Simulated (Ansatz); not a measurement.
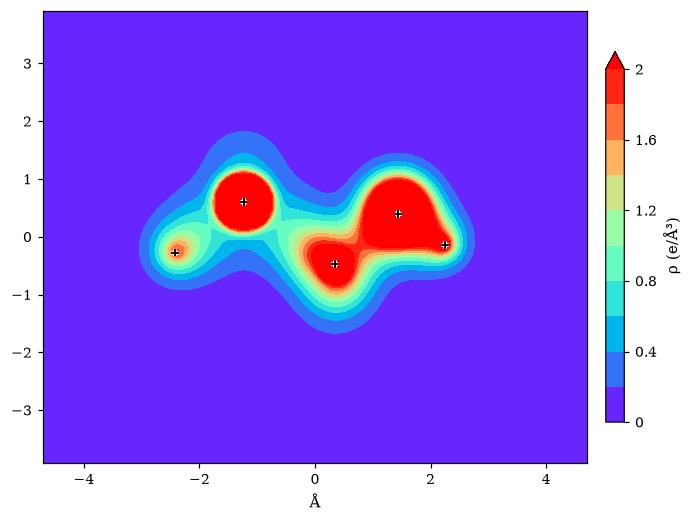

The total electron density on a plane through atoms (crosses mark nuclei in the plane).

Computed with Ansatz 0.2.0, RKS PBE0-D4/def2-TZVPP.

Candidates:
A. F5P (SMILES FP(F)(F)(F)F)
B. CH6O2Si (SMILES OC(O)[SiH3])
C. ClF2H3SiSn (SMILES [F][Sn]([F])([SiH3])[Cl])

### Which system is this?

Candidate B: CH6O2Si on the plane of atoms O1, C2 and Si4, which holds O, C, Si and H. C–O (1.40 Å): ρ at the midpoint is about 2.1 e/Å³, with its minimum of 1.8 e/Å³ about 0.5 Å from C. C–Si (1.91 Å): ρ at the midpoint is about 0.97 e/Å³.
